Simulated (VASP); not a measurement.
# PtSe2 (Sudovikovite): the relaxed cell at several levels

How close do the usual functionals, with and without dispersion, come to the cell of PtSe2 (Sudovikovite)? The levels: LDA, PBEsol, PBE, r2SCAN, PBE + D3(BJ), r2SCAN + rVV10, BLYP + D3(BJ) and SCAN. The start is a cell from a database of measured crystal structures.

Method: LDA; plane waves and PAW (Pt, Se), in the first sound run; inputs show where later runs differ, in VASP 6.6.1.

The database entry behind the starting cell has ideal inner coordinates that were not refined, so it need not match the best structure at ambient conditions.

### 1. The structure

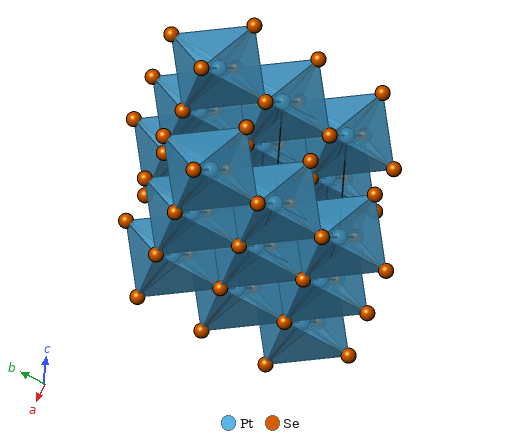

The cell as given, from a free direction (platinum blue, selenium orange). 2×2×1 cells are drawn. Some periodic images of atoms are drawn too.

As a file:

```cif
data_structure
_symmetry_space_group_name_H-M 'P-3m1'
_symmetry_Int_Tables_number 164
_cell_length_a 3.7240
_cell_length_b 3.7240
_cell_length_c 5.0620
_cell_angle_alpha 90.000
_cell_angle_beta 90.000
_cell_angle_gamma 120.000
_cell_volume 60.80
loop_
_atom_site_label
_atom_site_type_symbol
_atom_site_symmetry_multiplicity
_atom_site_Wyckoff_symbol
_atom_site_fract_x
_atom_site_fract_y
_atom_site_fract_z
_atom_site_occupancy
Pt1 Pt 1 a 0.00000 0.00000 0.00000 1
Se1 Se 2 d 0.33333 0.66667 0.25000 1
```

### 2. Relaxation with LDA

The start need not lie at this functional's minimum. ISIF = 3 frees volume, shape and positions, and EDIFFG sets the threshold on forces and stress at which the search stops. LDA, the lowest rung, knows the local density alone.

INCAR reads:

```
SYSTEM = PtSe2
PREC = Accurate
ENCUT = 520
EDIFF = 1E-06
NELM = 100
ISMEAR = -1
SIGMA = 0.05
LREAL = .FALSE.
ALGO = Normal
GGA = CA
NBANDS = 17
LORBIT = 11
LWAVE = .FALSE.
LCHARG = .FALSE.
KPAR = 4
IBRION = 2
NSW = 60
ISIF = 3
EDIFFG = -0.01
```

POSCAR reads:

```
PtSe2
1.0
    3.7240000000      0.0000000000      0.0000000000
   -1.8620000000      3.2250786037      0.0000000000
    0.0000000000      0.0000000000      5.0620000000
Pt Se
1 2
Direct
    0.0000000000      0.0000000000      0.0000000000
    0.3333333333      0.6666666667      0.2500000000
    0.6666666667      0.3333333333      0.7500000000
```

KPOINTS reads:

```
Automatic mesh
0
Gamma
7 7 5
0 0 0
```

The projector-augmented-wave data sets are Pt and Se (PBE family, release 64).

Run with:

```bash
mpirun -np 4 vasp_std
```

Output:

```text
[banner, memory and clock lines left out]
running    4 mpi-ranks, on    1 nodes
 distrk:  each k-point on    1 cores,    4 groups
 distr:  one band on    1 cores,    1 groups

 POSCAR found type information on POSCAR PtSe
 POSCAR found :  2 types and       3 ions
|                                                                             |
|               ----> ADVICE to this user running VASP <----                  |
|                                                                             |
|     You enforced a specific xc type in the INCAR file but a different       |
|     [... a line on the potential file left out ...]
|     I HOPE YOU KNOW WHAT YOU ARE DOING!                                     |
|                                                                             |

 LDA part: xc-table for (Slater(with rela. corr.)+CA(PZ))
 , standard interpolation
 POSCAR, INCAR and KPOINTS ok, starting setup
 FFT: planning ... GRIDC
 FFT: planning ... GRID_SOFT
 FFT: planning ... GRID
 WAVECAR not read
 entering main loop
       N       E                     dE             d eps       ncg     rms          rms(c)
DAV:   1     0.109372376129E+03    0.10937E+03   -0.99643E+03  1104   0.113E+03
DAV:   2    -0.132586589235E+02   -0.12263E+03   -0.11923E+03  1406   0.221E+02
DAV:   3    -0.181323239089E+02   -0.48737E+01   -0.48435E+01  1273   0.448E+01
DAV:   4    -0.181698045367E+02   -0.37481E-01   -0.37465E-01  1423   0.425E+00
DAV:   5    -0.181701832329E+02   -0.37870E-03   -0.37868E-03  1359   0.399E-01    0.138E+01
DAV:   6    -0.174123890959E+02    0.75779E+00   -0.57296E+00  1114   0.219E+01    0.773E+00
DAV:   7    -0.171548321919E+02    0.25756E+00   -0.10995E+00  1118   0.106E+01    0.379E+00
DAV:   8    -0.171246865176E+02    0.30146E-01   -0.67371E-02  1177   0.183E+00    0.938E-01
DAV:   9    -0.171210460084E+02    0.36405E-02   -0.82795E-03  1232   0.872E-01    0.205E-01
DAV:  10    -0.171210402344E+02    0.57740E-05   -0.10761E-03  1270   0.219E-01    0.403E-02
DAV:  11    -0.171210375640E+02    0.26704E-05   -0.49236E-05  1349   0.642E-02    0.231E-02
DAV:  12    -0.171210367554E+02    0.80861E-06   -0.40809E-06  1159   0.167E-02
   1 F= -.17121037E+02 E0= -.17117482E+02  d E =-.171210E+02
 curvature:   0.00 expect dE= 0.000E+00 dE for cont linesearch  0.000E+00
 trial: gam= 0.00000 g(F)=  0.893E-02 g(S)=  0.388E-02 ort = 0.000E+00 (trialstep = 0.100E+01)
 search vector abs. value=  0.128E-01
 bond charge predicted
       N       E                     dE             d eps       ncg     rms          rms(c)
DAV:   1    -0.171321446257E+02   -0.11107E-01   -0.79833E-01  1092   0.572E+00    0.720E-01
DAV:   2    -0.171289837317E+02    0.31609E-02   -0.52253E-02  1330   0.183E+00    0.442E-01
DAV:   3    -0.171272209653E+02    0.17628E-02   -0.37937E-03  1177   0.576E-01    0.239E-01
DAV:   4    -0.171267096825E+02    0.51128E-03   -0.21551E-03  1212   0.305E-01    0.590E-02
DAV:   5    -0.171267015736E+02    0.81089E-05   -0.88521E-05  1146   0.666E-02    0.349E-02
DAV:   6    -0.171266994514E+02    0.21222E-05   -0.15760E-05  1391   0.265E-02    0.620E-03
DAV:   7    -0.171266994014E+02    0.50040E-07   -0.83533E-07   643   0.625E-03
   2 F= -.17126699E+02 E0= -.17123265E+02  d E =-.566265E-02
[... from here on, the cycles between the ionic steps are left out ...]
   3 F= -.17126760E+02 E0= -.17123315E+02  d E =-.572354E-02
   4 F= -.17131797E+02 E0= -.17128404E+02  d E =-.503670E-02
   5 F= -.17144497E+02 E0= -.17141149E+02  d E =-.177366E-01
   6 F= -.17154005E+02 E0= -.17150368E+02  d E =-.272450E-01
   7 F= -.17154304E+02 E0= -.17150738E+02  d E =-.275435E-01
   8 F= -.17154324E+02 E0= -.17150746E+02  d E =-.275637E-01
   9 F= -.17155073E+02 E0= -.17151445E+02  d E =-.748810E-03
  10 F= -.17155145E+02 E0= -.17151497E+02  d E =-.820853E-03
  11 F= -.17155539E+02 E0= -.17151863E+02  d E =-.393992E-03
  12 F= -.17155556E+02 E0= -.17151872E+02  d E =-.411117E-03
  13 F= -.17155557E+02 E0= -.17151874E+02  d E =-.411985E-03
  14 F= -.17155553E+02 E0= -.17151873E+02  d E =-.407683E-03
  15 F= -.17155556E+02 E0= -.17151874E+02  d E =-.411648E-03
  16 F= -.17155569E+02 E0= -.17151885E+02  d E =-.124112E-04
  17 F= -.17155594E+02 E0= -.17151905E+02  d E =-.370975E-04
  18 F= -.17155590E+02 E0= -.17151893E+02  d E =-.338683E-04
  19 F= -.17155601E+02 E0= -.17151908E+02  d E =-.444202E-04
 curvature:  -1.10 expect dE=-0.401E-04 dE for cont linesearch -0.146E-07
 trial: gam= 1.34215 g(F)=  0.486E-05 g(S)=  0.316E-04 ort = 0.592E-06 (trialstep = 0.340E+00)
 search vector abs. value=  0.855E-04
 bond charge predicted
       N       E                     dE             d eps       ncg     rms          rms(c)
DAV:   1    -0.171556575271E+02   -0.56616E-04   -0.10698E-03  1092   0.256E-01    0.403E-02
DAV:   2    -0.171556190462E+02    0.38481E-04   -0.20880E-04  1106   0.144E-01    0.224E-02
DAV:   3    -0.171556106125E+02    0.84338E-05   -0.18225E-05  1210   0.433E-02    0.848E-03
DAV:   4    -0.171556089762E+02    0.16363E-05   -0.96800E-06  1193   0.164E-02    0.287E-03
DAV:   5    -0.171556089390E+02    0.37217E-07   -0.26839E-07   548   0.405E-03
  20 F= -.17155609E+02 E0= -.17151913E+02  d E =-.802168E-05
 trial-energy change:   -0.000008  1 .order   -0.000008   -0.000013   -0.000003
 step:   0.4608(harm=  0.4608)  dis= 0.00026  next Energy=   -17.155609 (dE=-0.858E-05)
 reached required accuracy - stopping structural energy minimisation
```

Wall time 1.9 min (4 MPI ranks of AMD EPYC 7R43, shared host); peak memory 0.65 GiB.

Lines that name or quote the potential files are left out of all logs, and their timing lines are given in words.

OUTCAR, selected parts (step 2):

```text
ion  position               nearest neighbor table
   1  0.000  0.000  0.000-   2 2.49   3 2.49   3 2.49   2 2.49   3 2.49   2 2.49
   2  0.333  0.667  0.250-   1 2.49   1 2.49   1 2.49
   3  0.667  0.333  0.750-   1 2.49   1 2.49   1 2.49

  LATTYP: Found a hexagonal cell.
 ALAT       =     3.7240000000
 C/A-ratio  =     1.3592910849

 Subroutine GETGRP returns: Found 12 space group operations
 (whereof 12 operations were pure point group operations)

The static configuration has the point symmetry D_3d.

 Found     32 irreducible k-points:

   k-points           NKPTS =     32   k-points in BZ     NKDIM =     32   number of bands    NBANDS=     17

   dimension x,y,z NGX =    28 NGY =   28 NGZ =   40
   dimension x,y,z NGXF=    56 NGYF=   56 NGZF=   80

   ENCUT  =  520.0 eV  38.22 Ry    6.18 a.u.   6.92  6.92  9.41*2*pi/ulx,y,z

   NELECT =      22.0000    total number of electrons

 k-points in reciprocal lattice and weights: Automatic mesh
   0.00000000  0.00000000  0.00000000       0.004
   0.14285714 -0.00000000  0.00000000       0.024
   0.28571429 -0.00000000  0.00000000       0.024
   0.42857143  0.00000000  0.00000000       0.024
   0.14285714  0.14285714  0.00000000       0.024
   0.28571429  0.14285714  0.00000000       0.049
   0.42857143  0.14285714  0.00000000       0.024
   0.28571429  0.28571429  0.00000000       0.024
   0.00000000  0.00000000  0.20000000       0.008
[...]
0.42857143  0.14285714  0.40000000       0.049
   0.28571429  0.28571429  0.40000000       0.049

 average (electrostatic) potential at core
       1 -68.0765       2 -52.1672       3 -52.1672

 E-fermi :   6.7356

 k-point     1 :       0.0000    0.0000    0.0000
  band No.  band energies     occupation
    ...
      6       2.8167      2.00000
      7       2.8167      2.00000
      8       4.2210      2.00000
      9       5.6991      2.00000
     10       5.6991      2.00000
     11       7.5434      0.00000
     12       7.8327      0.00000
     13       7.8327      0.00000
     14       9.9028      0.00000
     15      10.8534      0.00000
    ...

 k-point     2 :       0.1429   -0.0000    0.0000
  band No.  band energies     occupation
    ...
      7       2.6704      2.00000
      8       3.7268      2.00000
      9       5.0140      2.00000
     10       5.3485      2.00000
     11       6.3383      1.99929
     12       8.1180      0.00000
     13       8.3637      0.00000
     14      11.1186      0.00000
     15      11.9800      0.00000
     16      13.4444      0.00000
    ...

 k-point     3 :       0.2857   -0.0000    0.0000
  band No.  band energies     occupation
    ...
      7       2.4905      2.00000
      8       3.1575      2.00000
      9       4.4161      2.00000
     10       4.5141      2.00000
     11       5.0368      2.00000
     12       8.1166      0.00000
     13       8.7511      0.00000
     14      11.5534      0.00000
     15      13.1415      0.00000
     16      14.4090      0.00000
    ...

  Total        0.0035166      0.0035166     -0.0160534      0.0000000      0.0000000      0.0000000
  in kB        0.0968379      0.0968379     -0.4420632      0.0000000      0.0000000      0.0000000
  external PRESSURE =      -0.0827958 kB  Pullay stress =       0.0000000 kB

  energy-cutoff  :      520.00
  volume of cell :       58.18
      direct lattice vectors                 reciprocal lattice vectors
     3.745093664 -0.000000000  0.000000000     0.267016019  0.154161770  0.000000000
    -1.872546832  3.243346252 -0.000000000     0.000000000  0.308323541  0.000000000
     0.000000000 -0.000000000  4.790014459    -0.000000000  0.000000000  0.208767637

 POSITION                                       TOTAL-FORCE (eV/Angst)
 -----------------------------------------------------------------------------------
      0.00000      0.00000      0.00000        -0.000000     -0.000000      0.000000
     -0.00000      2.16223      1.26773        -0.000000      0.000000     -0.004186
      1.87255      1.08112      3.52229         0.000000     -0.000000      0.004186
 -----------------------------------------------------------------------------------
    total drift:                                0.000000     -0.000000     -0.000000

  FREE ENERGIE OF THE ION-ELECTRON SYSTEM (eV)
  ---------------------------------------------------
  free  energy   TOTEN  =       -17.1556089390 eV

  energy  without entropy=      -17.1482169728  energy(sigma->0) =      -17.15191296

 reached required accuracy - stopping structural energy minimisation

 total charge
# of ion       s       p       d       tot
------------------------------------------
    1        0.680   0.687   8.061   9.427
    2        1.493   2.215   0.075   3.783
    3        1.493   2.215   0.075   3.783
--------------------------------------------------
tot          3.667   5.116   8.210  16.994

[... 3 further parts left out ...]
```

The k-mesh is coarse for a metal. The bonds form layers, held to each other by dispersion, which LDA lacks; its overbinding stands in for it by accident. The PAW data sets were made with PBE, though LDA sets exist; this is a small mismatch. The run keeps the 12 symmetry operations of its start, so it cannot find a distortion of lower symmetry.

Relaxation path:

| step | energy less that of the first step (eV) | largest force (eV/Å) | pressure (GPa) | volume (Å³) |
| --- | --- | --- | --- | --- |
| 1 | 0.0000 | 0.3043 | 0.38 | 60.80 |
| 2 | -0.0057 | 0.0617 | -1.75 | 61.22 |
| 3 | -0.0057 | 0.0847 | -1.54 | 61.18 |
| 4 | -0.0108 | 0.0721 | -1.44 | 60.86 |
| 5 | -0.0235 | 0.0259 | -1.09 | 59.90 |
| 6 | -0.0330 | 0.1069 | -0.01 | 57.99 |
| 7 | -0.0333 | 0.0769 | -0.21 | 58.32 |
| 8 | -0.0333 | 0.0820 | -0.17 | 58.27 |
| 9 | -0.0340 | 0.0161 | 0.21 | 58.15 |
| 10 | -0.0341 | 0.0126 | 0.39 | 58.10 |
| 11 | -0.0345 | 0.0126 | 0.05 | 58.23 |
| 12 | -0.0345 | 0.0123 | -0.04 | 58.27 |
| 13 | -0.0345 | 0.0121 | -0.04 | 58.27 |
| 14 | -0.0345 | 0.0122 | 0.02 | 58.25 |
| 15 | -0.0345 | 0.0127 | -0.01 | 58.26 |
| 16 | -0.0345 | 0.0094 | -0.04 | 58.26 |
| 17 | -0.0346 | 0.0004 | -0.04 | 58.23 |
| 18 | -0.0346 | 0.0175 | -0.09 | 58.19 |
| 19 | -0.0346 | 0.0071 | -0.07 | 58.21 |
| 20 | -0.0346 | 0.0042 | -0.01 | 58.18 |

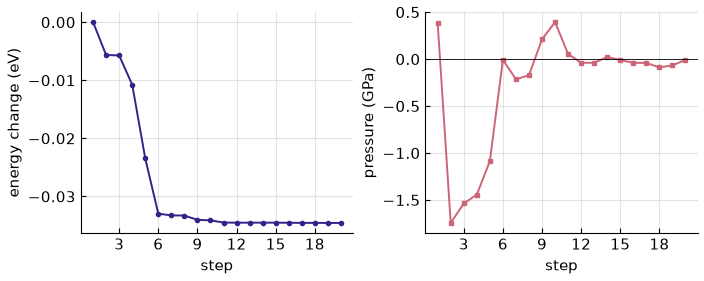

Energy and pressure along the relaxation.

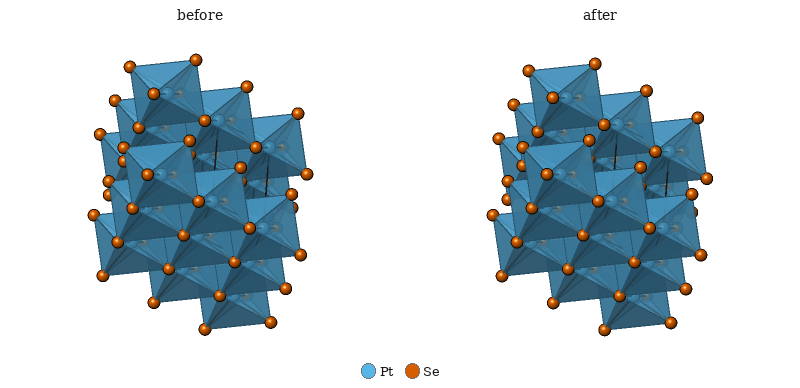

The structure before and after the relaxation, drawn at the same scale.

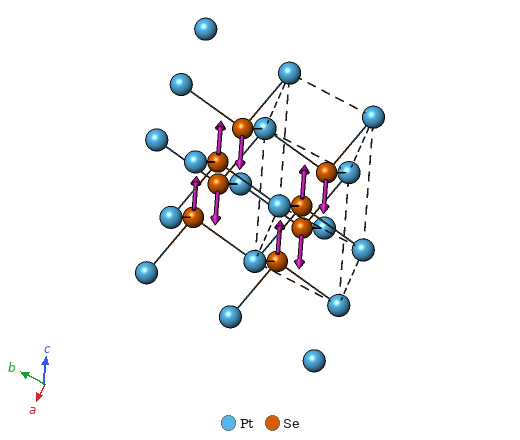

Displacements in the relaxation, exaggerated, measured against the changing cell; the longest in the cell stands for 0.07 Å. Bonds to atoms that aren't drawn are left out. 2×2×1 cells are drawn. Some periodic images of atoms are drawn too.

| conventional cell, symmetrised | before | after | change |
| --- | --- | --- | --- |
| a (Å) | 3.724 | 3.745 | +0.6 % |
| b (Å) | 3.724 | 3.745 | +0.6 % |
| c (Å) | 5.062 | 4.790 | -5.4 % |
| volume (Å³/atom) | 20.27 | 19.39 | -4.3 % |

The atoms that moved most (Å, as changes of fractional coordinates times the final cell):

| atom | dx | dy | dz | length |
| --- | --- | --- | --- | --- |
| Se2 | 0.000 | 0.000 | 0.070 | 0.070 |
| Se3 | 0.000 | 0.000 | -0.070 | 0.070 |

Final coordinates:

```xyz
3
Lattice="3.7451 0.0000 0.0000 -1.8725 3.2433 0.0000 0.0000 0.0000 4.7900" Properties=species:S:1:pos:R:3 pbc="T T T"
Pt    0.0000    0.0000    0.0000
Se    0.0000    2.1622    1.2677
Se    1.8725    1.0811    3.5223
```

This step gave:

| Property | Result |
| --- | --- |
| electrons | 22 |
| bands | 17 |
| irreducible k-points | 32 |
| symmetry operations | 12 |
| free energy (TOTEN) | -17.16 eV |
| energy at zero smearing | -17.15 eV |
| Fermi energy | 6.736 eV |
| pressure | -0.008280 GPa |
| metallic | yes |
| SCF cycles over all ionic steps | 114 |

It ends with a largest force of 0.004 eV/Å and a pressure of -0.01 GPa. The volume lies -4.3 % from that of the database's start, which holds the thermal and zero-point expansion of its experiment. LDA is known to overbind.

[end of part 1 of 4]

[Lines on the potential files, build, host, timing and source positions are cut from VASP's logs without a mark.]

[Logs are printed without paths, hosts, clocks, repeated set-up lines and the standing remarks that a program may print on its own settings, such as how far it seeks lower states.]

[Hosts, paths, dates, database ids (printed as entryN), source tags and the programs' standing remarks are cut or masked in the printed files.]

[Measured values are set beside computed ones only where the two were judged alike; some that the calculation misses by far are left out.]
